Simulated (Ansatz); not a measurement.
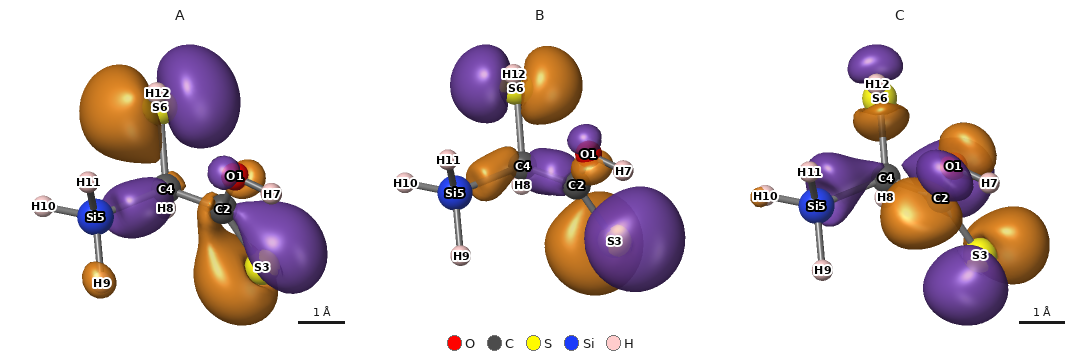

Figure 1: C2H6OS2Si. Three frontier orbitals at ±0.1 Å⁻³ᐟ² (orange and purple are the two phases), in no order.

Method: Ansatz, RKS PBE0-D4/def2-SVP.

| atom | x (Å) | y (Å) | z (Å) |
| --- | --- | --- | --- |
| O | 0.2450 | -0.6619 | -1.7280 |
| C | -0.7659 | -0.6151 | -0.8680 |
| S | -1.9040 | -1.7843 | -0.7642 |
| C | -0.6885 | 0.5698 | 0.0340 |
| Si | 0.5716 | 0.3154 | 1.4529 |
| S | -0.3254 | 2.1559 | -0.7993 |
| H | 0.1369 | -1.4763 | -2.2466 |
| H | -1.6714 | 0.7026 | 0.5080 |
| H | 0.3725 | -1.0233 | 2.0862 |
| H | 0.3529 | 1.3987 | 2.4527 |
| H | 1.9499 | 0.4037 | 0.8860 |
| H | 0.9215 | 1.8295 | -1.2023 |

Which picture is the HOMO−1, the HOMO and the LUMO?

A is the HOMO−1 (−7.27 eV). By Hirshfeld shares it lies mainly on S6 (about 50 %) and S3 (about 30 %); largely a combination of lone pairs on S6 and S3. B is the HOMO (−6.60 eV). Its weight (Hirshfeld) is mainly on S3 (about 60 %) and S6 (about 20 %). C is the LUMO (−1.59 eV). By Hirshfeld shares it lies mainly on C2 (about 35 %), S3 (about 35 %), O1 (about 10 %), C4 (about 5 %) and S6 (about 5 %); π-antibonding (π*) across C2–S3.

What is the HOMO–LUMO gap?

5.01 eV between the orbital energies.
